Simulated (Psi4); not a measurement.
# MP2/pcseg-2 (density fitting, density fitting for correlation, sweep point 10) run of BSiN2H5 (SMILES N[SiH]1BN1)

What is the vertical singlet–triplet gap of BSiN2H5 at MP2/pcseg-2 (density fitting, density fitting for correlation, sweep point 10)? 

Program for the calculation: Psi4 1.11.

## (1) The molecule

BSiN2H5 has 9 atoms, charge 0, and is taken as a singlet. As SMILES, `N[SiH]1BN1`. Geometry: relaxed at PBE0-D4/def2-TZVP. This is one conformer, not always the lowest.

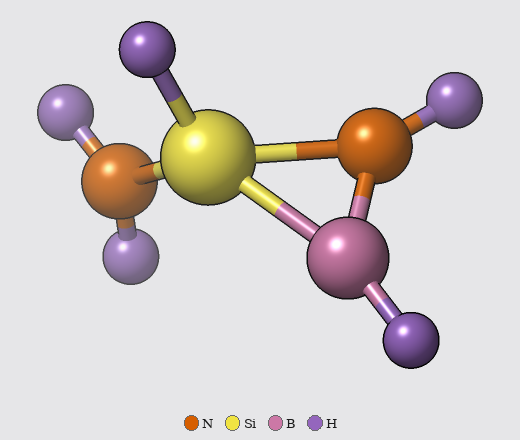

Viewed from a chosen angle; nitrogen orange, silicon yellow, boron pink, hydrogen purple.

## (2) A single-point energy at MP2/pcseg-2 (density fitting, density fitting for correlation, sweep point 10)

calc.in

```
memory 1600 mb

molecule m {
  N     -0.637800     1.588100     0.218200
  Si     0.258900     0.175500     0.530500
  B     -0.233900    -1.625800     0.110200
  N      0.650500    -0.971600    -0.738400
  H     -0.221300     2.503300     0.212900
  H     -1.561800     1.577300    -0.177300
  H      1.441200     0.620900     1.305200
  H     -0.741300    -2.702400     0.114400
  H      1.134000    -1.211600    -1.592900
  symmetry c1
}

set {
  basis           pcseg-2
  reference       rhf
  puream          true
  scf_type        df
  num_frozen_docc 8
}

energy("mp2")
print_variables()
```

Launch:

```console
$ psi4 -i calc.in -o calc.out -n 1
```

calc.out, shortened:

```text
[...]
  Running in c1 symmetry.
[...]
  Nuclear repulsion =  149.962674332369971
[...]
  Multiplicity = 1
[...]
  Nalpha       = 19
  Nbeta        = 19
[...]
    Number of basis functions: 194
[...]
   @DF-RHF iter   1:  -425.32773337590311   -6.28314e-01   3.32386e-03 DIIS/ADIIS
[...]
   @DF-RHF iter  12:  -425.51704745415498   -7.73070e-12   2.55724e-09 DIIS
[...]
    Orbital Energies [Eh]
    ---------------------
    Doubly Occupied:
       1A    -68.717174     2A    -15.536212     3A    -15.531964
       4A     -7.587278     5A     -6.107726     6A     -4.216502
       7A     -4.215412     8A     -4.215282     9A     -1.155208
      10A     -1.130747    11A     -0.760904    12A     -0.675644
      13A     -0.658586    14A     -0.598338    15A     -0.532194
      16A     -0.488054    17A     -0.429668    18A     -0.419122
      19A     -0.342856
[...]
  @DF-RHF Final Energy:  -425.51704745415498
   => Energetics <=
    Nuclear Repulsion Energy =            149.9626743323699714
    One-Electron Energy =                -884.3217027590710586
    Two-Electron Energy =                 308.8419809725461391
    Total Energy =                       -425.5170474541549765
[...]
 Multipole Moments:
 ------------------------------------------------------------------------------------
     Multipole            Electronic (a.u.)      Nuclear  (a.u.)        Total (a.u.)
 ------------------------------------------------------------------------------------
 L = 1.  Multiply by 2.5417464519 to convert [e a0] to [Debye]
 Dipole X            :          0.0090959            0.0213621            0.0304580
 Dipole Y            :         -1.9766005            2.4761916            0.4995910
 Dipole Z            :          0.1738889           -0.6704448           -0.4965558
 Magnitude           :                                                    0.7050436
[...]
```

It took 6 s on 1 thread of Intel Xeon Platinum 8488C (Sapphire Rapids), shared host; peak memory 0.36 GiB.

## (3) The triplet at the same level

job.in

```
memory 1600 MB

molecule {
  0 3
  N     -0.637800     1.588100     0.218200
  Si     0.258900     0.175500     0.530500
  B     -0.233900    -1.625800     0.110200
  N      0.650500    -0.971600    -0.738400
  H     -0.221300     2.503300     0.212900
  H     -1.561800     1.577300    -0.177300
  H      1.441200     0.620900     1.305200
  H     -0.741300    -2.702400     0.114400
  H      1.134000    -1.211600    -1.592900
  symmetry c1
}

set globals {
  reference       uhf
  puream          true
  scf_type        df
  num_frozen_docc 8
  maxiter         100
}

result, w = energy("mp2/pcseg-2", return_wfn=True)
```

Launch:

```console
$ psi4 job.in job.out -n 1
```

job.out, shortened:

```text
[...]
  Running in c1 symmetry.
[...]
  Nuclear repulsion =  149.962674332369971
[...]
  Multiplicity = 3
[...]
  Nalpha       = 20
  Nbeta        = 18
[...]
    Number of basis functions: 194
[...]
   @DF-UHF iter   1:  -425.15286945313107   -4.53450e-01   3.41500e-03 DIIS/ADIIS
[...]
   @DF-UHF iter  18:  -425.37144775148505   -3.72324e-11   8.41414e-09 DIIS
[...]
   @S^2 Observed:                2.013820924E+00
[...]
    Orbital Energies [Eh]
    ---------------------
    Alpha Occupied:
       1A    -68.782653     2A    -15.559761     3A    -15.523254
       4A     -7.591512     5A     -6.169384     6A     -4.283340
       7A     -4.275478     8A     -4.275144     9A     -1.177936
      10A     -1.153469    11A     -0.800241    12A     -0.700130
      13A     -0.683397    14A     -0.610767    15A     -0.566250
      16A     -0.506908    17A     -0.467892    18A     -0.462399
      19A     -0.416979    20A     -0.186145
    Alpha Virtual:
      21A      0.093280    22A      0.101980    23A      0.120886
      24A      0.135903    25A      0.141608    26A      0.154396
[...]
  @DF-UHF Final Energy:  -425.37144775148505
   => Energetics <=
    Nuclear Repulsion Energy =            149.9626743323699714
    One-Electron Energy =                -883.2870381434979663
    Two-Electron Energy =                 307.9529160596429733
    Total Energy =                       -425.3714477514850500
  UHF NO Occupations:
  HONO-2 :   18  A 1.9969072
  HONO-1 :   19  A 1.0000000
  HONO-0 :   20  A 1.0000000
  LUNO+0 :   21  A 0.0030928
  LUNO+1 :   22  A 0.0020403
[...]
 Multipole Moments:
 ------------------------------------------------------------------------------------
     Multipole            Electronic (a.u.)      Nuclear  (a.u.)        Total (a.u.)
 ------------------------------------------------------------------------------------
 L = 1.  Multiply by 2.5417464519 to convert [e a0] to [Debye]
 Dipole X            :          0.0646061            0.0213621            0.0859682
 Dipole Y            :         -1.2203735            2.4761916            1.2558181
 Dipole Z            :          0.4658836           -0.6704448           -0.2045612
 Magnitude           :                                                    1.2752705
[...]
```

It took 9 s on 1 thread of Intel Xeon Platinum 8488C (Sapphire Rapids), shared host; peak memory 0.36 GiB.

## (4) Outcome

Level: MP2/pcseg-2 (density fitting, density fitting for correlation, sweep point 10), 8 core orbitals frozen.

| quantity | value |
| --- | --- |
| singlet: total energy | -426.14600 Eh |
| singlet: HOMO energy (Hartree–Fock orbitals) | -9.33 eV |
| singlet: LUMO energy (Hartree–Fock orbitals) | 2.53 eV |
| singlet: HOMO–LUMO gap (Hartree–Fock orbitals) | 11.86 eV |
| singlet: correlation energy (8 core orbitals frozen) | -629.0 mEh |
| triplet: total energy | -425.98284 Eh |
| triplet: HOMO energy (Hartree–Fock orbitals) (highest over α and β) | -5.07 eV |
| triplet: LUMO energy (Hartree–Fock orbitals) (lowest over α and β) | -0.20 eV |
| triplet: correlation energy (8 core orbitals frozen) | -611.4 mEh |
| triplet: ⟨S²⟩ of the reference determinant | 2.014 |
| vertical energy of the triplet above the singlet | 4.440 eV |

What this shows: At this shape the triplet lies 4.44 eV (102 kcal/mol) above the singlet.
